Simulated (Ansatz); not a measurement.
# How methods differ on BH2Br− (SMILES [BH2-]Br)

BH2Br− has 4 atoms, charge -1, and is taken as a doublet. SMILES: `[BH2-]Br`. Geometry: relaxed at GFN2-xTB.

```xyz
4

B    -0.3806    0.1488    0.0018
Br    1.5401    0.5809    0.6615
H    -0.7702   -0.8617    0.5475
H    -0.3893    0.1320   -1.2108
```

Quantity: the energy change with the B1–H3 bond stretched from 1.213 to 3.032 Å, in eV. The values are calculated.

| level | kind | program | value (eV) | less FCI/STO-3G | CPU time (all runs) |
| --- | --- | --- | --- | --- | --- |
| UHF/STO-3G | Hartree–Fock | Ansatz | 5.29 | -0.36 | 0.53 s |
| UBLYP/STO-3G | GGA | Ansatz | 5.14 | -0.51 | 3.6 s |
| U-r2SCAN/STO-3G | meta-GGA | Ansatz | 5.50 | -0.15 | 14 s |
| UB3LYP/STO-3G | global hybrid | Ansatz | 5.55 | -0.10 | 6.7 s |
| UCAM-B3LYP/STO-3G | range-separated hybrid | Ansatz | 5.90 | +0.25 | 9.1 s |
| UB2PLYP/STO-3G | double hybrid | Ansatz | 5.86 | +0.21 | 7 s |
| RPA@PBE/STO-3G | RPA | Ansatz | 5.19 | -0.46 | 7.1 s |
| UMP2/STO-3G | perturbation theory | Ansatz | 5.62 | -0.03 | 0.66 s |
| UCCSD/STO-3G | coupled cluster or CI | Ansatz | 5.69 | +0.04 | 1.5 s |
| FCI/STO-3G | exact in the basis | Ansatz | 5.65 | 0.00 | 7.2 s |

FCI/STO-3G is exact within its basis and frozen core, so for wave-function methods in that basis the difference is their error; functionals converge differently with the basis, so for them it is only a difference. All-electron rows without a relativistic Hamiltonian named are non-relativistic. Sets without diffuse functions describe the anion poorly. The first shape isn't each level's own minimum. The values span 5.14 to 5.90 eV. Spin contamination of the reference (⟨S²⟩ at least 0.1 too high) touches UHF/STO-3G, UBLYP/STO-3G, U-r2SCAN/STO-3G, UB3LYP/STO-3G, UCAM-B3LYP/STO-3G, UB2PLYP/STO-3G, RPA@PBE/STO-3G, UMP2/STO-3G, UCCSD/STO-3G. All rows use very small basis sets, so none should be taken for the real molecule's value. In the correlated wave-function rows the outer d shell of Br is correlated, in sets not made for it. In so small a basis fixed costs decide the times, and correlated methods can beat functionals. CPU times are rough (shared hosts, several kinds of processor and program).

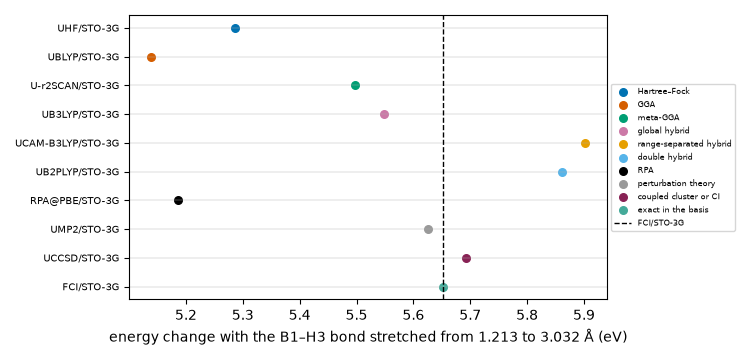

The values of the table, level by level.
